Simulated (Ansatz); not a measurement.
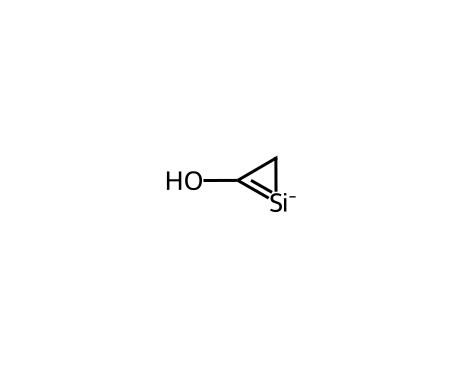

Simulated data, not a measurement (program: Ansatz).

A structural formula. The species has charge −1 and is a spin singlet.

### Give its SMILES.

OC1=[Si-]C1

### What is the molecular formula?

C2H3OSi, charge -1.

### An optimisation with PBE0-D4/def2-TZVPD gave a structure of which point group?

Cs.
